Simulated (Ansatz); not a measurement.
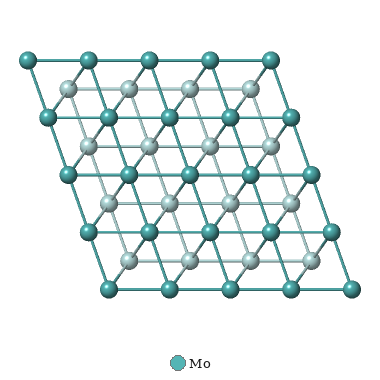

The system is Si on a Mo(110) slab cut from the Im-3m phase, its upper half relaxed before the scan (12 atoms of substrate and one adsorbate in a 2 × 2 cell); the picture shows it without the atoms that are moved over the map. Si is moved over the surface cell; relaxed at each place: the height of the adsorbate's atoms; substrate rigid; the origin of the map has the adsorbate above Mo9. Places are given modulo a cell vector. The map is drawn in real space over the plane of the surface. The scan uses a 6 × 6 grid; 13 points were computed and 23 follow by symmetry. Places are given in fractions of the 1 × 1 surface cell. All energies are given in eV relative to the lowest grid point. All numbers below come from DFT PBE, scalar-relativistic, plane waves, PAW (Ansatz). Settings: cutoff 420 eV, k-mesh 5×5×1, gaussian smearing 0.1 eV, no spin polarisation.

Range: position of Si13 along the first surface vector from 0.000 to 0.833; position of Si13 along the second surface vector from 0.000 to 0.833.

### What landscape does the calculation give?

The lowest grid point is at a bridge site between two Mo atoms, over a second-layer Mo atom, (3/6, 3/6) of the cell vectors. It is the only kind of minimum in the scanned range. The highest grid point, the top site over a surface Mo atom, (0/6, 0/6) of the cell vectors, lies 1.49 eV above the lowest. On the interpolated surface the easiest way out of the lowest well to its copy in the next cell or period passes a barrier of about 0.71 eV. At the lowest point the adsorbate has 2 Mo at 2.42 Å as nearest neighbours, at the highest 1 Mo at 2.33 Å. Its relaxed height above the top atom is 1.83 Å at the lowest and 2.33 Å at the highest point.

```
second ↓, first →   0/6   1/6   2/6   3/6   4/6   5/6
              5/6  1.38  1.23  0.81  0.59  0.97  1.29
              4/6  1.03  0.81  0.36  0.24  0.63  0.97
              3/6  0.71  0.59  0.24  0.00  0.24  0.59
              2/6  1.03  0.97  0.63  0.24  0.36  0.81
              1/6  1.38  1.29  0.97  0.59  0.81  1.23
              0/6  1.49  1.38  1.03  0.71  1.03  1.38
```

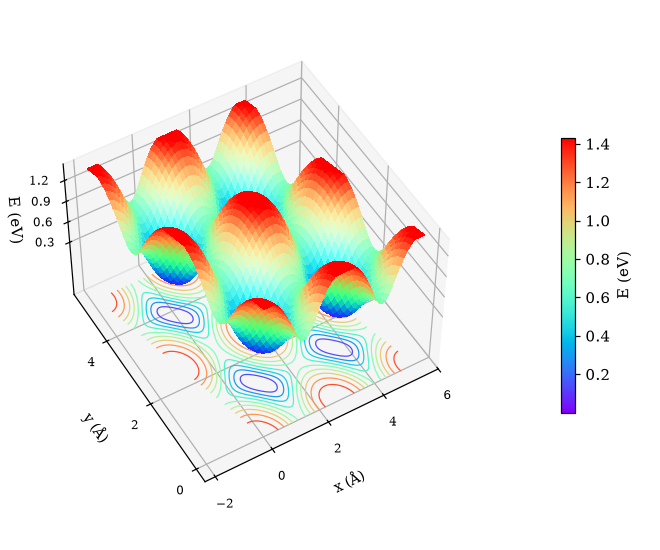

In the figure: a relief with its contours projected below, any walls above the top of the colour scale cut off. Between grid points the surface is interpolated.

Each point was launched as `ansatz run input.yaml --threads 4 --pin off --max-ram 12288MiB --backend cpu --events-out ev --progress --plain --runs-dir out`. The whole map (13 points run) took 20 min on 4 threads of Arm Neoverse N1 (shared host).
